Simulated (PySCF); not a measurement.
Sn(H)2(Me)2, C2H8Sn, SMILES [CH3][SnH2][CH3] at its CAM-B3LYP/def2-SVP optimised geometry (Å):

```
11

Sn     0.0505    -1.2823     0.0000
C     -0.6688     0.7470     0.0000
C     -0.6689    -2.3285     1.7388
H     -0.4941    -2.0838    -1.4175
H      1.7675    -1.2823     0.0000
H     -0.2984     1.2823     0.8853
H     -0.3243     1.2764    -0.8989
H     -1.7675     0.7612     0.0153
H     -0.3147    -3.3684     1.7349
H     -0.3081    -1.8390     2.6541
H     -1.7677    -2.3327     1.7527
```

Calculation: CAM-B3LYP/def2-TZVP, def2 effective core potentials past Kr in PySCF. The core electrons that the potentials of Sn replace are not part of the density.

Map of the electrostatic potential (hartree/e), clipped to [-0.08, 0.12] on the plane z = 1.2 Å:

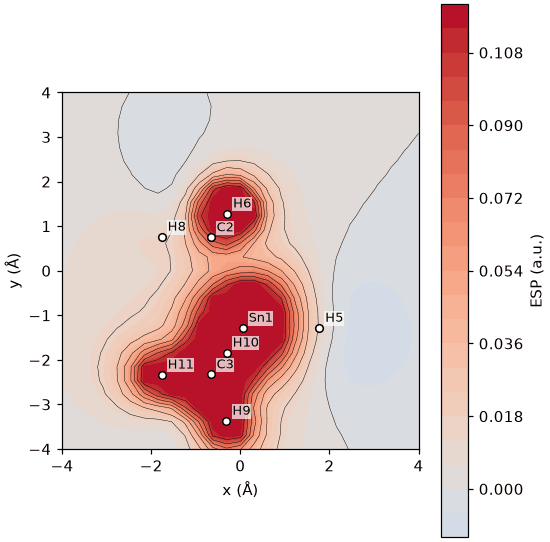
Figure: Electrostatic potential (hartree/e), clipped to [-0.08, 0.12] on the plane z = 1.2 Å.
